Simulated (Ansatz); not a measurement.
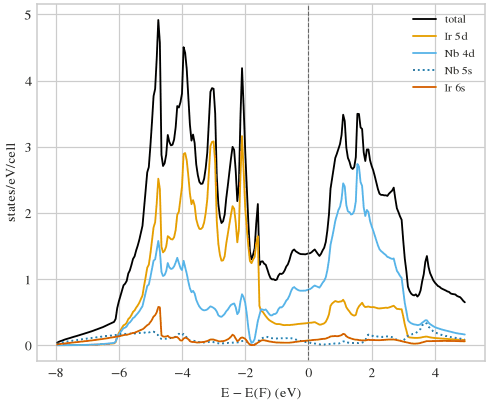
*Total and projected density of states of NbIr (rock salt, space group No. 225), the program Ansatz at the PBEsol level (PAW)*

Q: Which orbitals carry the states next to the Fermi level?

A: Within 0.5 eV of the Fermi level: Nb 4d 62 %, Ir 5d 23 %, Ir 6s 5 %, outside the projected shells 6 %. Projections are on Löwdin-orthogonalised atomic valence shells; empty p or d shells of many metals are not among them.

Q: Where is the tallest occupied peak in this window, and what makes it?

A: Near -4.8 eV, about 4.9 states/eV per cell; the largest projected share is Ir 5d.

Space group Fm-3m (rock salt). The start of the workflow was typed in or built on a structure type; neither database checked (COD, Materials Project) lists it. COD files the formula under space group No. 123. Whether it is the stable phase at ambient conditions was not checked. Symmetry was held in the PBEsol relaxation. At this level the phase is mechanically unstable. The run is not spin-polarised. Spin–orbit coupling is left out wherever it is not named.

Potentials: the later of the program's two PAW sets.
